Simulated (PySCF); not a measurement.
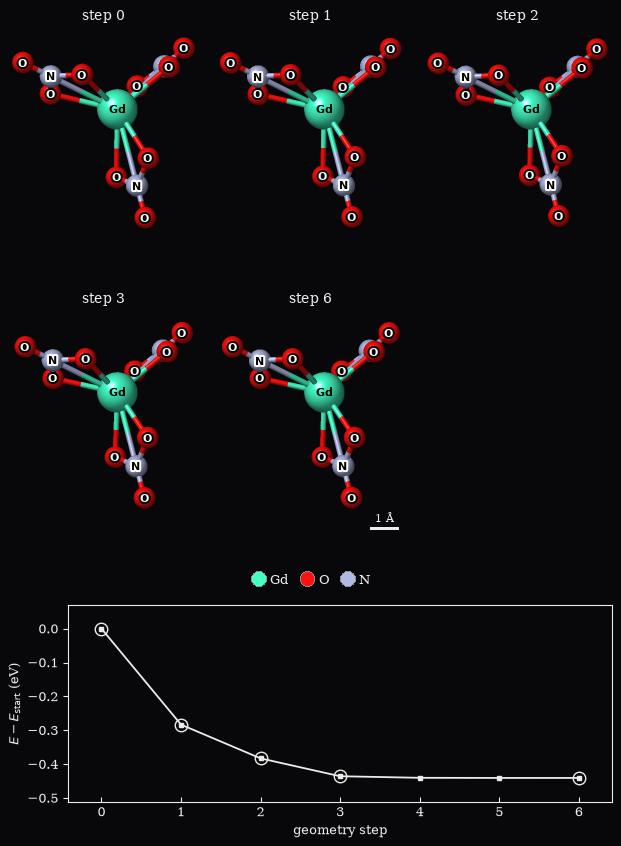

Frames of a relaxation of GdN₃O₉, marked on the history of the run. The picture is a ball-and-stick view, seen at a tilt.

Method: RKS BP86, Gd lcecp-1-SVP with ECP53, O def2-SVP, N def2-SVP; non-relativistic Hamiltonian with scalar-relativistic core potentials; density fitting (PySCF 2.14.0).

Input file:
```
mol = gto.M(atom='''
Gd    -0.00000    -0.00000    -0.00000
O      2.22419     0.00000     1.08000
O      2.22419     0.00000    -1.08000
N      2.90419     0.00001    -0.00000
O      4.12416     0.00001    -0.00000
O     -1.11210     1.92620     1.08000
O     -1.11210     1.92620    -1.08000
N     -1.45210     2.51510     0.00000
O     -2.06209     3.57163     0.00000
O     -1.11209    -1.92621     1.08000
O     -1.11209    -1.92621    -1.08000
N     -1.45209    -2.51511    -0.00000
O     -2.06208    -3.57163    -0.00000''',
    basis={'Gd': 'lcecp-1-SVP', 'O': 'def2-SVP', 'N': 'def2-SVP'},
    ecp={'Gd': 'lcecp-1-SVP'},
    charge=0, spin=0)
mf = dft.RKS(mol, xc='B88,P86')
mf.grids.atom_grid = (50, 194)  # f atoms: at least (60, 302), unpruned
mf = mf.density_fit()  # Gd AutoAux, O def2-universal-JKFIT, N def2-universal-JKFIT
mf.conv_tol = 1e-08; mf.max_cycle = 55
mf.kernel(dm0)
# quasi-Newton relaxation in Cartesian coordinates to a largest gradient under 0.00045 Eh/bohr, steps kept in the point group
```

Launched with:
```bash
OMP_NUM_THREADS=4 python run.py
```

### Describe the path.

The largest moves after the best rigid fit, 0.13 Å, are those of O2, O3, O6, O7, O10 and O11. By element the largest moves are O 0.13 Å, N 0.10 Å. Gd stays in place. Near-neighbour distances that change, for instance: Gd1–O10 2.473 → 2.361 Å, Gd1–N12 2.904 → 2.809 Å, O10–N12 1.276 → 1.309 Å, N12–O13 1.220 → 1.200 Å. Bond angles that change, for instance: O2–N4–O3 115.6° → 113.5°. The energy falls by 0.441 eV in 6 geometry steps. Largest force component: 2.3 eV/Å at the start, 0.0051 eV/Å at the end. From step 0 to 1: O atoms move most (0.05 Å), energy −0.283 eV. From step 1 to 2: O atoms move most (0.04 Å), energy −0.100 eV. From step 2 to 3: O and N atoms move most (0.05 Å), energy −0.053 eV. From step 3 to 6: energy −0.005 eV.
